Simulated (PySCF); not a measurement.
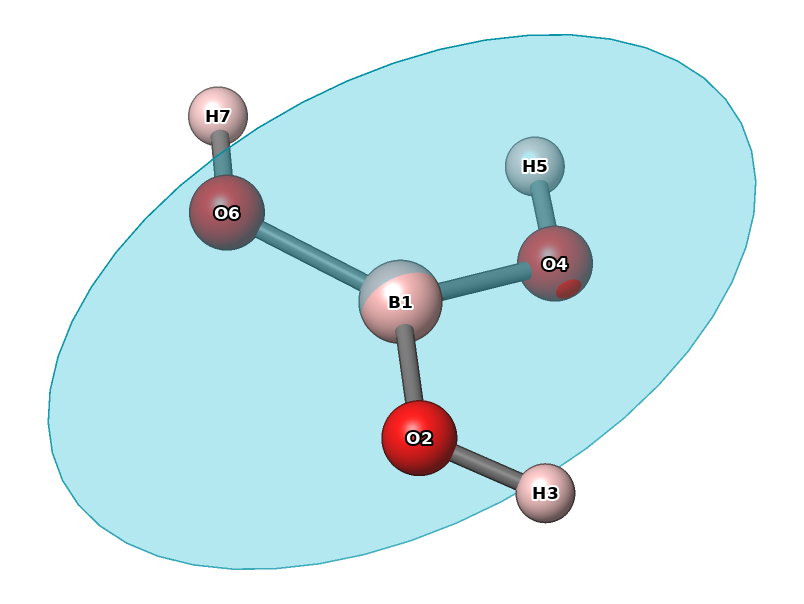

A disc through the centre of mass is drawn in. Atoms fade into the background with distance from the viewer. Computed geometry: PBE0-D3(BJ)/def2-SVP optimisation. No frequency run is at hand to confirm it as a minimum.

### Is the plane of the disc a mirror plane of the structure?

No. The point group is Cs, with 1 mirror plane, and this plane isn't one of its mirror planes.
